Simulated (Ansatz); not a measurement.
## Electronic structure of ZrSi$_{2}$Sb$_{4}$ in real space

```cif
data_structure
_symmetry_space_group_name_H-M 'P 1'
_symmetry_Int_Tables_number 1
_cell_length_a 5.6166
_cell_length_b 5.6166
_cell_length_c 6.5915
_cell_angle_alpha 90.000
_cell_angle_beta 90.000
_cell_angle_gamma 90.000
_cell_volume 207.93
loop_
_atom_site_label
_atom_site_type_symbol
_atom_site_fract_x
_atom_site_fract_y
_atom_site_fract_z
_atom_site_occupancy
Zr1 Zr 0.00000 0.00000 0.00000 1
Si1 Si 0.50000 0.00000 0.50000 1
Si2 Si 0.00000 0.50000 0.50000 1
Sb1 Sb 0.71452 0.28548 0.74806 1
Sb2 Sb 0.28548 0.28548 0.25194 1
Sb3 Sb 0.28548 0.71452 0.74806 1
Sb4 Sb 0.71452 0.71452 0.25194 1
```

Space group P-42m; a structure from a database of computed crystals, not necessarily the ambient phase; started from the CdIn2Se4-111 prototype, which need not be the ambient phase.

These are results of Ansatz, DFT, PBEsol, plane waves, PAW, not measurements.

Core electrons are frozen (PAW), and the valence fields are smoothed inside the atomic spheres.

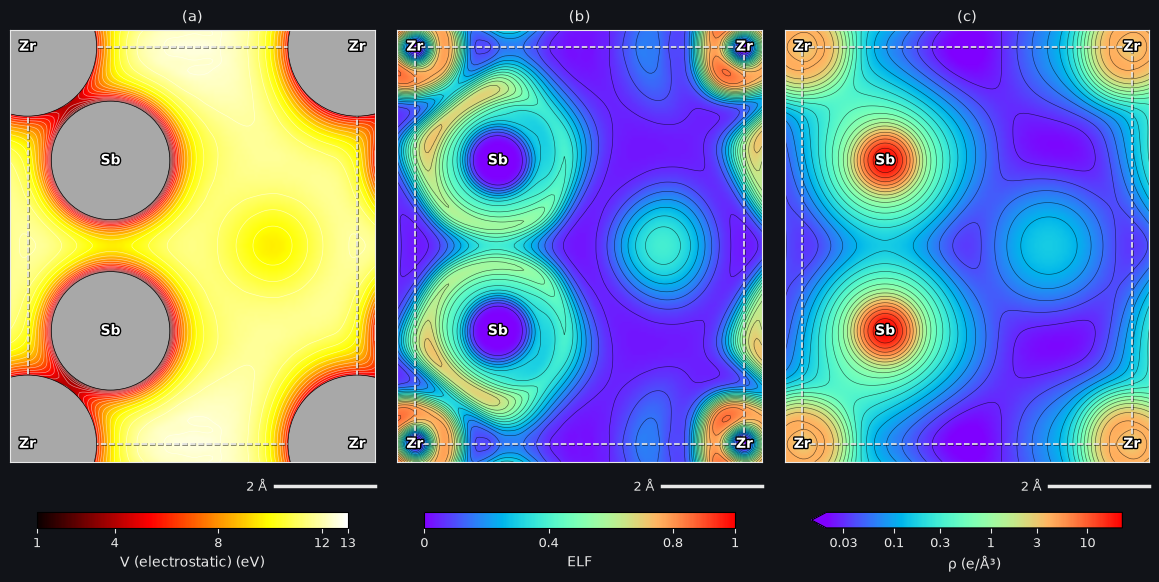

Figure 1. (a) electrostatic potential energy of an electron; (b) electron localisation function; (c) valence pseudo-density on the (11̄0) plane of the conventional cell. Grey discs cover the atomic cores in the potential map.

What do the fields say about this system?

- Atoms in the plane: Zr and Sb.
- Zr–Sb (2.81 Å): the density is about 0.4 e/Å³ at the midpoint; the ELF peaks at about 0.70 in the valence shell of Sb, 1.3 Å from its nucleus, and is about 0.60 at the midpoint.
- Between the atoms the lowest density in this plane is 0.02 e/Å³.
- The features right at Zr lie inside the PAW spheres, where the map follows smoothed inner orbitals and isn't to be read closely.
- Outside the cores the potential energy rises away from the atoms and is highest about 2.7 Å from the nearest atoms; its zero is arbitrary.

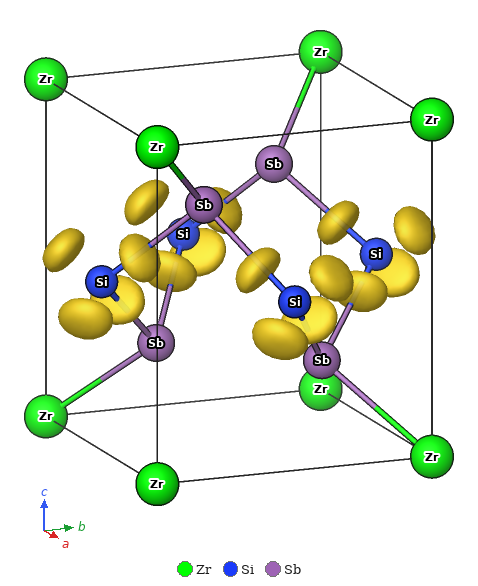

Figure 2. Isosurface of the electron localisation function at 0.8 (yellow), seen slightly off an axis. Core shells and regions of very low density are left out. Sticks mark near contacts.

Where are the electrons localised?

At this value the surface marks out eight lobes of the valence shell of Si pointing towards Sb (polar bonds), counted in one cell of 7 atoms. Any copies at cell faces, edges or corners count once.


Si–Sb (2.59 Å): the ELF peaks at about 0.90 in the valence shell of Si, 0.9 Å from its nucleus, and is about 0.75 at the midpoint.
